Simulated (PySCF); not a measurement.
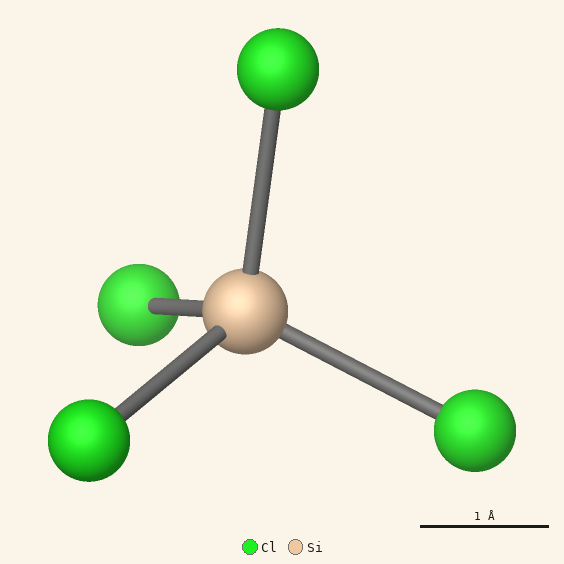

The picture shows a molecular structure as a ball-and-stick model. Every bond is drawn as one stick, whatever its order.

The geometry was computed by an optimisation with PBE0-D3(BJ)/def2-SVP. No frequency run is at hand to confirm it as a minimum.

What does the picture show?

The molecule is SiCl₄. As SMILES it reads `Cl[Si](Cl)(Cl)Cl`. The point group is Td. Coordination: 1 Si tetrahedral.

The parts below concern this one geometry. Atoms keep their numbers from picture to picture.

### Geometry

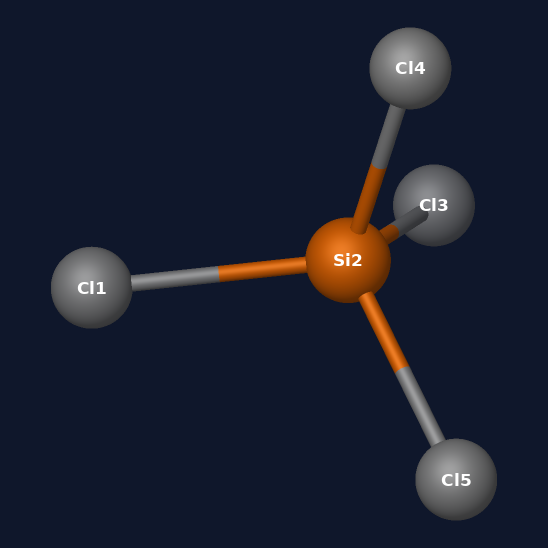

The atoms are numbered. No frequency run is at hand to confirm it as a minimum.

Estimate the angles Cl1–Si2–Cl3.

```
      angle  degrees
Cl1–Si2–Cl3    109.5
```

### Charges

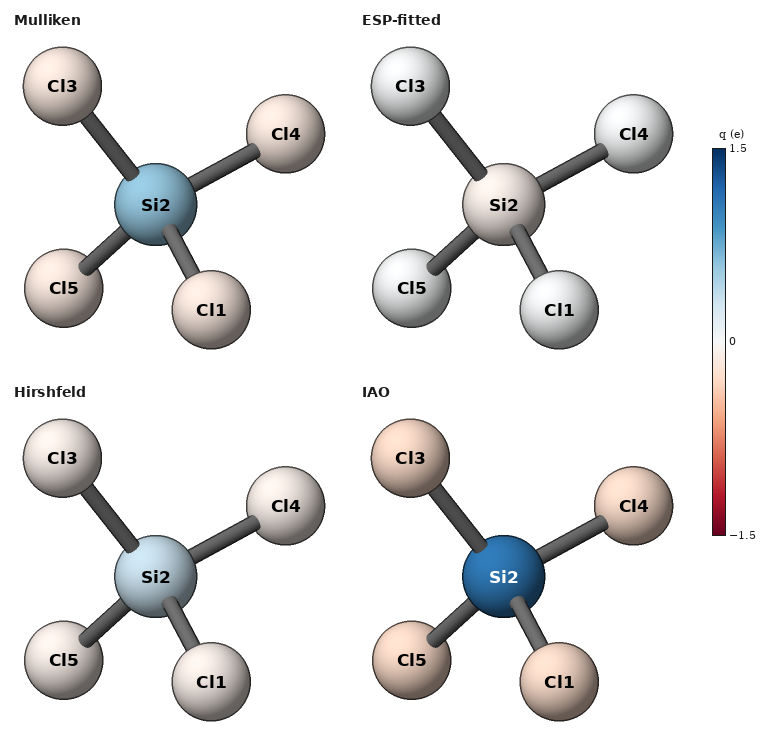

Atomic charges of one calculation by 4 schemes, on one colour scale. No frequency run is at hand to confirm it as a minimum. Level of theory: PBE0/cc-pVTZ (PySCF 2.14.0).

**Which scheme gives the most polar picture (largest mean size of the charges)?**

The IAO charges are the largest in size here, and the ESP-fitted charges the smallest.

List the charges (e), one line for each set of equivalent atoms.

```csv
atom,Mulliken,ESP-fitted,Hirshfeld,IAO
"Cl1, Cl3, Cl4…",−0.15,0.02,−0.08,−0.27
Si2,0.58,−0.09,0.34,1.08
```

### Electronic properties

No frequency run is at hand to confirm it as a minimum. Properties computed with HF/def2-SVPD, gas phase (PySCF 2.14.0). Excitations: vertical, linear response.

What does the calculation give?

- HOMO energy (Kohn–Sham orbital): −13.00 eV
- LUMO energy (Kohn–Sham orbital): 1.63 eV
- HOMO–LUMO gap: 14.63 eV
- mean static polarisability: 70.7 bohr³
- lowest vertical singlet excitation: 8.96 eV
- its oscillator strength: 0.000
- brightest of the 10 lowest singlets: 9.71 eV
- its oscillator strength: 0.18

### NMR shielding

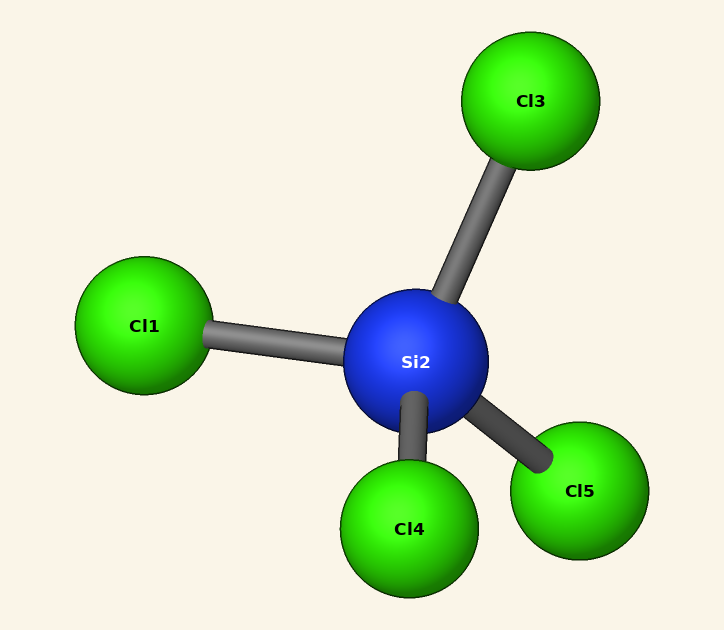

No frequency run is at hand to confirm it as a minimum. Properties computed with GIAO PBE0/pcSseg-0 NMR shielding, non-relativistic, gas phase (PySCF 2.14.0). Principal shieldings σ11 ≤ σ22 ≤ σ33, span Ω = σ33 − σ11, skew κ = 3(σiso − σ22)/Ω.

Give the shielding tensors of the Cl atoms.

| atom | σ11 | σ22 | σ33 | σiso | Ω | κ |
| --- | --- | --- | --- | --- | --- | --- |
| Cl1, Cl3, Cl4… | 683.5 | 683.6 | 929.4 | 765.5 | 245.9 | 1.00 |

Shieldings and span in ppm.

Mulliken values depend strongly on the basis set and can even reverse the polarity of a bond.
